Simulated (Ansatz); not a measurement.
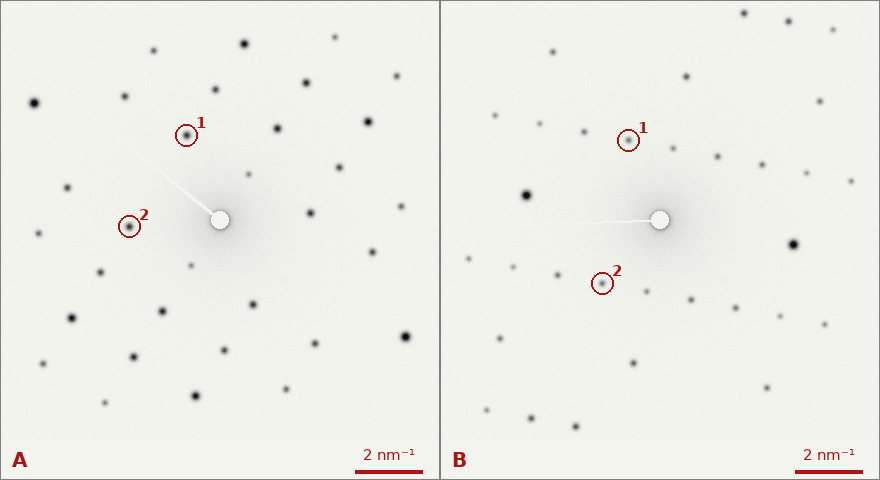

Kinematic electron diffraction patterns (200 kV, B = 0.5 Å², same scale) along [100] of the run's own cell, for the start and the end of one relaxation of LiCl2 with DFT PBE, scalar-relativistic, plane waves, PAW (Ansatz). k mesh 12×12×6. The start is a generated model structure, and the relaxation ends in the nearest stationary point of its symmetry, not necessarily the ground state. Spot 1 is 0 -1 -1 and spot 2 is 0 1 -1 in both.

Start structure:

```
Li Cl
1.0
     5.28710    0.00000    0.00000
    -2.64355    4.57876    0.00000
     0.00000    0.00000    7.37044
Li Cl
3 6
Direct
  0.50000 0.00000 0.00000
  0.50000 0.50000 0.66667
  0.00000 0.50000 0.33333
  0.16260 0.32520 0.00000
  0.83740 0.16260 0.66667
  0.67480 0.83740 0.33333
  0.83740 0.67480 0.00000
  0.16260 0.83740 0.66667
  0.32520 0.16260 0.33333
```

### Which pattern belongs to the start structure, and which to the relaxed one?

B is the start: its cell gives d(1) = 3.889 Å, d(2) = 3.889 Å and an angle of 116.3°. A is the relaxed structure, with d(1) = 3.669 Å (-5.7 %), d(2) = 3.669 Å (-5.7 %) and 72.9°.

### Name reflections whose intensity changes strongly on relaxation.

0 2 -1, 0 2 -2 come into sight; 0 1 -1 goes from 5.8 to 26 % of the strongest spot; 0 3 -1 goes from 13 to 53 % of the strongest spot; 0 2 0 goes from 10 to 36 % of the strongest spot.

### Summarise the relaxation behind the change.

The volume changed by +12.6 % to 22.33 Å³ an atom; with the mean shift removed, the atoms moved by up to 0.32 Å relative to the cell (Cl most); the space group stayed P6_422 (No. 181); the free energy fell by 200 meV an atom. Relaxed cell: a = 7.133 Å, b = 7.133 Å, c = 4.561 Å, α = 90.00°, β = 90.00°, γ = 120.00°.
